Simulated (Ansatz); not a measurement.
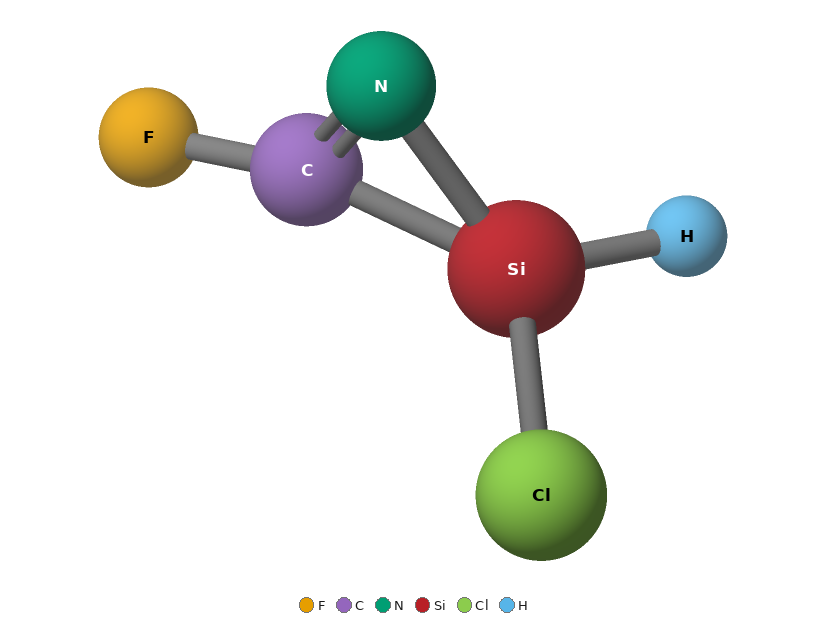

The picture shows a molecular structure as a ball-and-stick model. Double and triple bonds are drawn as two and three sticks.

The geometry was computed by an optimisation with PBE0-D4/def2-TZVP.

Identify the structure.

Formula CHClFNSi. SMILES: `FC1=N[Si@H]1Cl`. Independent rings (smallest set): 1 of 3 members. Among its groups: imine, C–F bond, Si–H bond, Si–N bond. The point group is C1. Coordination, clear cases only: 1 C T-shaped.

The parts below concern this one geometry. Atoms keep their numbers from picture to picture.

Geometry

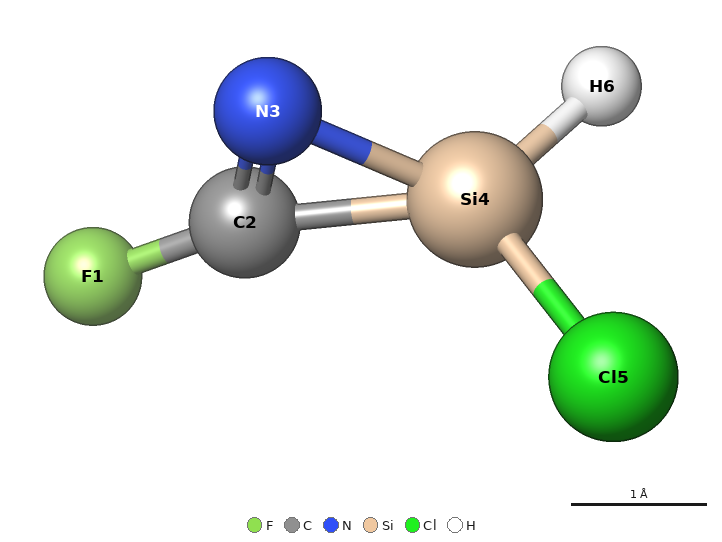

The atoms are numbered.

Which atoms are bonded, and how long are the bonds?

```csv
bond,length (Å),order
F1–C2,1.310,single
C2–N3,1.270,double
C2–Si4,1.756,single
N3–Si4,1.775,single
Si4–Cl5,2.023,single
Si4–H6,1.469,single
```

Levels of theory compared

Program: Ansatz 0.2.0.

At this fixed geometry, give HOMO energy (eV), vertical IP (eV) at these levels: B3LYP-D4/def2-TZVPP; PBE-D4/def2-TZVPP; PBE0-D4/def2-TZVPP; r2SCAN-D4/def2-TZVPP; ωB97M-V/def2-TZVPP; ωB97X-V/def2-TZVPP.

```tsv
level	HOMO energy (eV)	vertical IP (eV)
B3LYP-D4/def2-TZVPP	−7.49	9.95
PBE-D4/def2-TZVPP	−6.38	9.70
PBE0-D4/def2-TZVPP	−7.71	9.90
r2SCAN-D4/def2-TZVPP	−6.63	9.77
ωB97M-V/def2-TZVPP	−9.95	10.00
ωB97X-V/def2-TZVPP	−10.06	9.99
```

Vibrations

Harmonic vibrations computed with RKS PBE0-D4/def2-TZVP (Ansatz 0.2.0) at a stationary point of the same level.

**List the wavenumbers.**

12 modes: 141, 229, 375, 447, 550, 598, 732, 786, 832, 1320, 1678, 2309 cm⁻¹.

Thermal motion

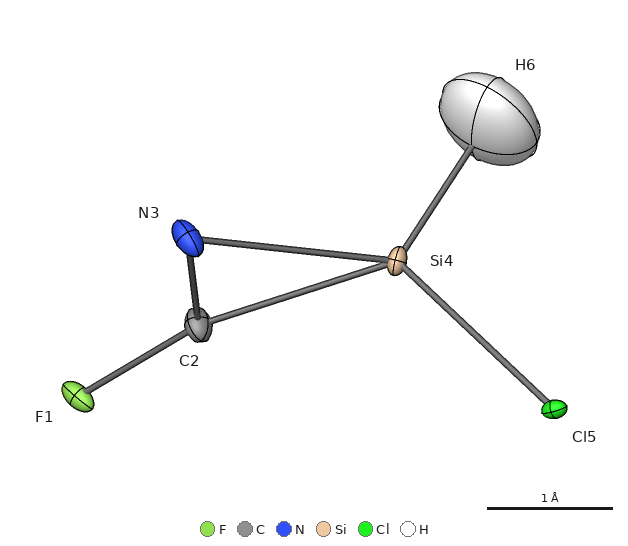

Displacement ellipsoids at the 50 % level, enlarged 2 times, from the internal vibrations of the free molecule (harmonic, no overall translation or rotation; no half-axis is drawn under 0.075 Å). Vibrations computed with RKS PBE0-D4/def2-TZVP (Ansatz 0.2.0). Temperature: 0 K (zero-point motion alone).

**Which atom has the largest mean-square displacement?**

H6, with U_eq = 0.0184 Å².

**Does H6 move more along its bond or across it?**

Across it: the root-mean-square amplitude is 0.091 Å along the bond and up to 0.164 Å across, since bending and torsion are softer than stretching.

Give the displacement parameters, one line for each set of equivalent atoms.

| atom | U_eq (Å²) | rms amplitudes (Å) |
| --- | --- | --- |
| F1 | 0.0014 | 0.024, 0.029, 0.053 |
| C2 | 0.0018 | 0.034, 0.039, 0.051 |
| N3 | 0.0019 | 0.033, 0.035, 0.057 |
| Si4 | 0.00099 | 0.024, 0.030, 0.038 |
| Cl5 | 0.00064 | 0.014, 0.021, 0.036 |
| H6 | 0.0184 | 0.091, 0.142, 0.164 |
